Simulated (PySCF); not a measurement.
**C6H12O: NMR shifts and electronic excitations in gas and solvents**

Aim: compute the NMR shifts and electronic excitations of C6H12O (`C/C=C(\C)COC`), and see what a dielectric continuum does where one was used.

Programs: PySCF 2.14.0, with density-fitted response routines of our own. Each step states its level of theory. These are calculated values for one molecule, in the gas phase or a continuum, unless marked as measured. Atoms count from 0, in the outputs and in this text.

### 1 The starting structure

19 atoms, charge 0, multiplicity 1; geometry from: GFN2-xTB. The atoms were then displaced at random by about 0.01 Å, so the start is not that level's minimum.

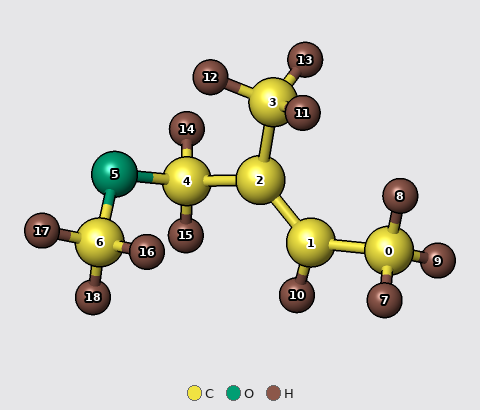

As it starts; carbon yellow, oxygen teal, hydrogen brown, atoms numbered; sticks join atoms by distance.

### 2 Geometry optimisation at PBE0-D3(BJ)/def2-SVP

What the job is given:

```
{"job": {"xc": "PBE0", "basis": "def2-SVP", "d3": "d3bj", "grid": 1, "shake": 0.01, "kind": "geom"}, "charge": 0, "multiplicity": 1}
C      1.904930    -1.144190     1.342560
C      0.875840    -0.995600     0.237110
C      0.429490     0.126510    -0.335890
C      0.899590     1.519680     0.055650
C     -0.559070     0.082730    -1.465880
O     -1.775690     0.743450    -1.136930
C     -2.503950     0.067720    -0.147190
H      1.454610    -1.625560     2.186260
H      2.257860    -0.148790     1.683610
H      2.724930    -1.722250     1.008920
H      0.487710    -1.940750    -0.112660
H      1.128040     1.590480     1.119570
H      0.022570     2.215970    -0.162530
H      1.715100     1.829500    -0.521040
H     -0.170430     0.629500    -2.316620
H     -0.754350    -0.936520    -1.748630
H     -1.954380     0.005030     0.791390
H     -3.427100     0.660060     0.016930
H     -2.786430    -0.949930    -0.473880
```

Command:

```bash
> OMP_NUM_THREADS=1 python probes_run.py task.json out
```

One launch serves the whole session: the jobs run in the order shown.

Output:

```text
step   0  E = -310.46018014  max force = 0.064655
step   1  E = -310.46842896  max force = 0.011267
step   2  E = -310.46907588  max force = 0.004531
step   3  E = -310.46889318  max force = 0.005097
step   4  E = -310.46924595  max force = 0.002849
step   5  E = -310.46927020  max force = 0.001998
step   6  E = -310.46932558  max force = 0.000613
step   7  E = -310.46934731  max force = 0.000234
step   8  E = -310.46937303  max force = 0.000422
step   9  E = -310.46940607  max force = 0.000409
step  10  E = -310.46944387  max force = 0.000250
step  11  E = -310.46947273  max force = 0.000214
step  12  E = -310.46947246  max force = 0.000275
optimisation converged
```

Run time: 3.1 min. Hardware: 1 thread of Intel Xeon Platinum 8375C at 2.90GHz, shared host; peak memory 0.65 GiB.

Step by step: (the energy doesn't fall at every step)

```tsv
step	energy from step 0 (eV)	largest force component (eV/Å)
0	0.0000	3.3247
1	-0.2245	0.5794
2	-0.2421	0.2330
3	-0.2371	0.2621
4	-0.2467	0.1465
5	-0.2474	0.1027
6	-0.2489	0.0315
7	-0.2495	0.0120
8	-0.2502	0.0217
9	-0.2511	0.0210
10	-0.2521	0.0129
11	-0.2529	0.0110
12	-0.2529	0.0141
```

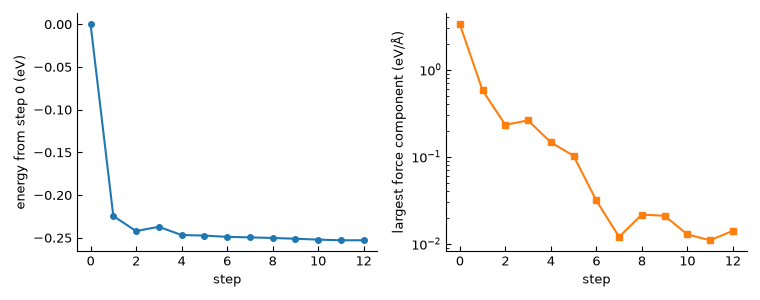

Energy and force, step by step.

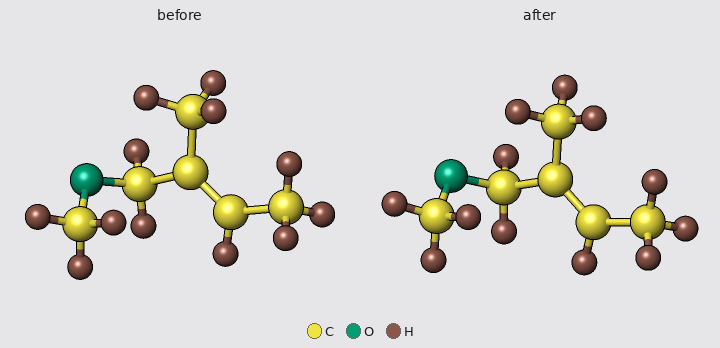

Before and after, at one scale.

Close pairs (by a distance rule), those that changed most:

```tsv
bond	before (Å)	after (Å)	change (Å)
C3–H13	1.046	1.104	+0.058
C0–H9	1.057	1.103	+0.046
C3–H12	1.141	1.101	-0.040
C4–H15	1.076	1.109	+0.033
C0–H7	1.071	1.103	+0.032
C0–C1	1.518	1.492	-0.026
C2–C3	1.522	1.497	-0.024
C4–H14	1.083	1.104	+0.020
```

The next job starts from the end point, and lists it.

```tsv
at the end point	value
point group (found at 0.08 Å tolerance)	C1
rotational constants (GHz, main isotopes)	4.511, 1.490, 1.362
dipole moment (D)	1.33
```

### 3 Shielding tensors: PBE0/pcSseg-1 in acetonitrile

What the job is given:

```
{"job": {"kind": "nmr", "xc": "PBE0", "basis": "pcSseg-1", "solvent": "acetonitrile", "pop": true}, "charge": 0, "multiplicity": 1}
C      1.811854    -1.348369     1.330941
C      0.841341    -1.099081     0.225549
C      0.454012     0.080109    -0.285782
C      0.905704     1.426711     0.188299
C     -0.507375     0.117000    -1.448615
O     -1.638177     0.915408    -1.217747
C     -2.502202     0.395659    -0.253762
H      1.350164    -1.949640     2.131859
H      2.195648    -0.423312     1.781791
H      2.677835    -1.928559     0.969023
H      0.404487    -1.999673    -0.226177
H      1.516744     1.383885     1.098700
H      0.032341     2.070019     0.378579
H      1.494441     1.934454    -0.595360
H     -0.009321     0.563128    -2.326766
H     -0.804484    -0.916149    -1.720888
H     -2.024657     0.307187     0.740941
H     -3.360552     1.077384    -0.172597
H     -2.875983    -0.609187    -0.535958
```

With the program's defaults for keys left out, this is: GIAO PBE0/pcSseg-1 NMR shielding, non-relativistic, IEF-PCM acetonitrile.

Output:

```text
coarse grid: 15048 points
cycle   1  E = -310.5276954906  dE =  6.332e-01  |g| = 5.658e-01  |ddm| = 3.690e+00
cycle   2  E = -310.4950583177  dE =  3.264e-02  |g| = 7.252e-01  |ddm| = 1.043e+00
cycle   3  E = -310.5939374163  dE = -9.888e-02  |g| = 8.295e-02  |ddm| = 6.376e-01
cycle   4  E = -310.5950864722  dE = -1.149e-03  |g| = 2.893e-02  |ddm| = 8.165e-02
cycle   5  E = -310.5952819038  dE = -1.954e-04  |g| = 4.508e-03  |ddm| = 2.910e-02
cycle   6  E = -310.5952860539  dE = -4.150e-06  |g| = 1.221e-03  |ddm| = 4.877e-03
final grid: 142920 points
cycle   7  E = -310.6484322419  dE = -3.333e-05  |g| = 1.135e-02  |ddm| = 3.704e-02
cycle   8  E = -310.6484139545  dE =  1.829e-05  |g| = 1.530e-02  |ddm| = 1.934e-02
cycle   9  E = -310.6484586993  dE = -4.474e-05  |g| = 1.443e-03  |ddm| = 1.108e-02
cycle  10  E = -310.6484591417  dE = -4.424e-07  |g| = 1.186e-04  |ddm| = 1.189e-03
cycle  11  E = -310.6484591428  dE = -1.139e-09  |g| = 9.700e-05  |ddm| = 1.718e-04
cycle  12  E = -310.6484591451  dE = -2.223e-09  |g| = 2.145e-05  |ddm| = 9.354e-05
cycle  13  E = -310.6484591452  dE = -1.079e-10  |g| = 5.076e-06  |ddm| = 2.045e-05
converged SCF energy = -310.6484591452

GIAO shielding tensors (ppm)
atom      isotropic    diamagn.    paramagn.     s11        s22        s33       span
  0 C      169.277     247.773     -78.497    152.634    171.258    183.938     31.304
  1 C       51.406     256.079    -204.673    -56.777     67.505    143.490    200.268
  2 C       43.060     263.964    -220.904    -67.136     45.127    151.189    218.325
  3 C      171.491     247.309     -75.818    154.069    176.054    184.351     30.282
  4 C      104.588     246.195    -141.607     77.657     98.623    137.482     59.825
  5 O      321.391     395.477     -74.086    291.672    319.199    353.304     61.632
  6 C      129.362     246.830    -117.468     95.728    111.454    180.903     85.174
  7 H       29.523      28.435       1.088     25.384     27.209     35.975     10.591
  8 H       29.128      30.552      -1.424     24.367     30.256     32.760      8.393
  9 H       29.606      27.360       2.246     25.461     26.894     36.463     11.001
 10 H       25.538      34.139      -8.601     22.964     24.350     29.301      6.337
 11 H       29.112      31.057      -1.945     24.168     29.308     33.860      9.693
 12 H       29.545      30.569      -1.025     24.376     29.653     34.605     10.229
 13 H       29.871      29.109       0.762     25.941     26.907     36.764     10.823
 14 H       27.032      30.263      -3.232     23.269     26.540     31.286      8.017
 15 H       27.860      32.515      -4.656     23.496     28.626     31.458      7.962
 16 H       28.150      31.743      -3.594     23.872     27.644     32.933      9.061
 17 H       27.788      28.276      -0.489     23.872     25.291     34.199     10.328
 18 H       28.529      29.629      -1.100     25.216     25.751     34.618      9.402
```

Run time: 43 s. Hardware: 1 thread of Intel Xeon Platinum 8375C at 2.90GHz, shared host; peak memory 0.96 GiB.

Shifts follow as δ = σ(reference) − σ, with reference shieldings (ppm) from runs at the same level and on the same kind of geometry: 1H TMS 31.24, 13C TMS 185.5, 17O H2O 343.0. The references are single molecules in the same continuum, so shifts against H2O, NH3, PH3, H3PO4 or CFCl3 are not on the usual liquid scales and can be off by tens of ppm. Atoms listed in one row are averaged.

```tsv
atoms	environment	σ (ppm)	δ (ppm)
C2	fully substituted alkene carbon	43.1	142.4
C1	alkene CH	51.4	134.1
C4	allylic sp3 CH2 bonded to O	104.6	80.9
C6	methyl carbon bonded to O	129.4	56.1
C0	allylic methyl carbon	169.3	16.2
C3	allylic methyl carbon	171.5	14.0
H10	hydrogen on an alkene CH	25.54	5.70
H14, H15	hydrogen on an allylic sp3 CH2 bonded to O	27.45	3.79
H16, H17, H18	hydrogen on a methyl carbon bonded to O	28.16	3.08
H7, H8, H9	hydrogen on an allylic methyl carbon	29.42	1.82
H11, H12, H13	hydrogen on an allylic methyl carbon	29.51	1.73
O5	ether oxygen	321.4	21.6
```

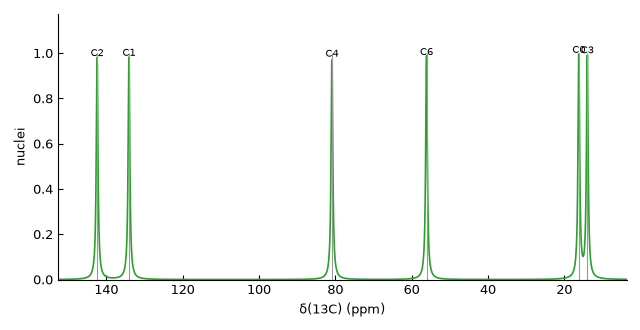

13C lines at the computed shifts, without couplings. Lines are broadened to a width of 0.51 ppm (Lorentzian).

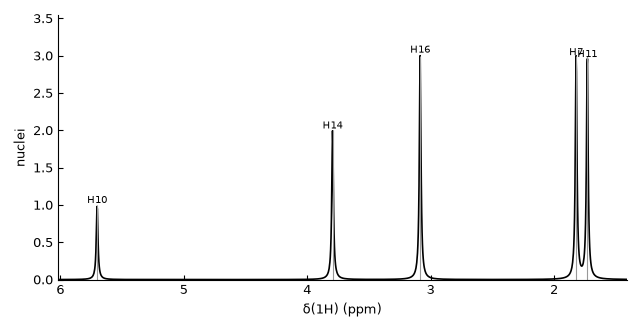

1H lines at the computed shifts, without couplings. Lines are broadened to a width of 0.02 ppm (Lorentzian).

Charges from the same density, by scheme (e):

```tsv
atoms	Mulliken	IAO	Hirshfeld	ESP fit
C0	-0.23	-0.42	-0.12	-0.24
C1	-0.16	-0.16	-0.05	-0.18
C2	-0.47	-0.02	-0.01	0.11
C3	-0.17	-0.42	-0.12	-0.44
C4	0.16	-0.06	0.00	-0.26
O5	-0.54	-0.41	-0.16	-0.27
C6	-0.04	-0.20	-0.05	-0.18
```

IAO charges:

C0 -0.42; C1 -0.16; C2 -0.02; C3 -0.42; C4 -0.06; O5 -0.41; C6 -0.20; H7 0.15; H8 0.14; H9 0.15; H10 0.14; H11 0.14; H12 0.15; H13 0.15; H14 0.15; H15 0.12; H16 0.12; H17 0.16; H18 0.12

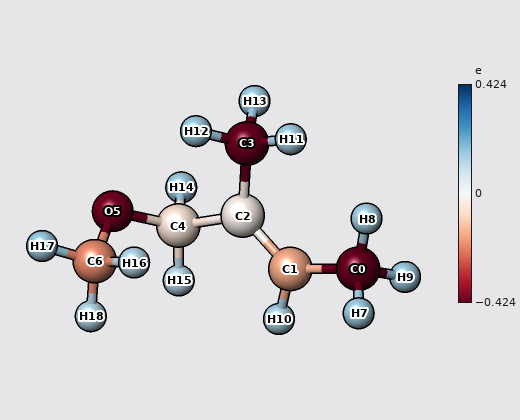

IAO charges, as colours on the atoms.

Mayer bond orders: C0–C1 1.08, C1–C2 1.85, C2–C3 1.06, C2–C4 1.04, C4–O5 0.93, O5–C6 0.93.

### 4 Nuclear shieldings: PBE0/pcSseg-1 in cyclohexane

Same as in step 3 but for these lines:

```diff
@@ -1,2 +1,2 @@
-{"job": {"kind": "nmr", "xc": "PBE0", "basis": "pcSseg-1", "solvent": "acetonitrile", "pop": true}, "charge": 0, "multiplicity": 1}
+{"job": {"kind": "nmr", "xc": "PBE0", "basis": "pcSseg-1", "solvent": "cyclohexane", "pop": false}, "charge": 0, "multiplicity": 1}
 C      1.811854    -1.348369     1.330941
```

Level: GIAO PBE0/pcSseg-1 NMR shielding, non-relativistic, IEF-PCM cyclohexane.

Output:

```text
coarse grid: 15048 points
cycle   1  E = -310.5216416353  dE =  6.389e-01  |g| = 5.744e-01  |ddm| = 3.690e+00
cycle   2  E = -310.4819229403  dE =  3.972e-02  |g| = 7.556e-01  |ddm| = 1.133e+00
cycle   3  E = -310.5906395300  dE = -1.087e-01  |g| = 8.695e-02  |ddm| = 7.058e-01
cycle   4  E = -310.5918889185  dE = -1.249e-03  |g| = 3.155e-02  |ddm| = 8.985e-02
cycle   5  E = -310.5921218000  dE = -2.329e-04  |g| = 5.323e-03  |ddm| = 3.413e-02
cycle   6  E = -310.5921269931  dE = -5.193e-06  |g| = 2.323e-03  |ddm| = 6.466e-03
final grid: 142920 points
cycle   7  E = -310.6452960966  dE = -3.100e-05  |g| = 1.171e-02  |ddm| = 3.771e-02
cycle   8  E = -310.6452697571  dE =  2.634e-05  |g| = 1.655e-02  |ddm| = 2.108e-02
cycle   9  E = -310.6453244893  dE = -5.473e-05  |g| = 1.683e-03  |ddm| = 1.298e-02
cycle  10  E = -310.6453251633  dE = -6.740e-07  |g| = 2.125e-04  |ddm| = 1.598e-03
cycle  11  E = -310.6453251684  dE = -5.134e-09  |g| = 1.623e-04  |ddm| = 3.246e-04
cycle  12  E = -310.6453251742  dE = -5.842e-09  |g| = 1.695e-05  |ddm| = 1.228e-04
cycle  13  E = -310.6453251743  dE = -6.196e-11  |g| = 5.139e-06  |ddm| = 2.122e-05
converged SCF energy = -310.6453251743

GIAO shielding tensors (ppm)
atom      isotropic    diamagn.    paramagn.     s11        s22        s33       span
  0 C      168.896     247.409     -78.513    152.487    170.735    183.465     30.978
  1 C       52.239     256.081    -203.842    -55.765     69.809    142.674    198.439
  2 C       42.707     263.860    -221.153    -67.584     44.424    151.280    218.864
  3 C      171.030     247.018     -75.988    153.769    175.642    183.679     29.911
  4 C      104.072     245.838    -141.766     77.065     98.377    136.773     59.709
  5 O      317.405     394.589     -77.184    285.415    316.634    350.165     64.750
  6 C      129.159     246.677    -117.518     95.746    111.523    180.207     84.462
  7 H       29.584      28.486       1.098     25.458     27.305     35.989     10.531
  8 H       29.196      30.613      -1.417     24.464     30.343     32.780      8.316
  9 H       29.654      27.403       2.251     25.527     26.968     36.465     10.938
 10 H       25.661      34.233      -8.571     23.113     24.446     29.426      6.314
 11 H       29.236      31.156      -1.920     24.335     29.478     33.895      9.560
 12 H       29.470      30.426      -0.956     24.307     29.565     34.539     10.232
 13 H       29.911      29.104       0.807     25.987     26.977     36.769     10.783
 14 H       27.047      30.220      -3.173     23.331     26.565     31.245      7.914
 15 H       27.993      32.568      -4.575     23.647     28.786     31.544      7.897
 16 H       28.188      31.772      -3.584     23.928     27.710     32.928      9.001
 17 H       27.831      28.312      -0.481     23.947     25.365     34.181     10.234
 18 H       28.648      29.723      -1.075     25.345     25.914     34.684      9.339
```

It took 37 s on 1 thread of Intel Xeon Platinum 8375C at 2.90GHz, shared host; peak memory 1 GiB.

This run: δ C2 142.1, C1 132.6, C4 80.7, C6 55.7, H10 5.60, H14 3.74 ppm (means over like atoms).

[end of part 1 of 2]
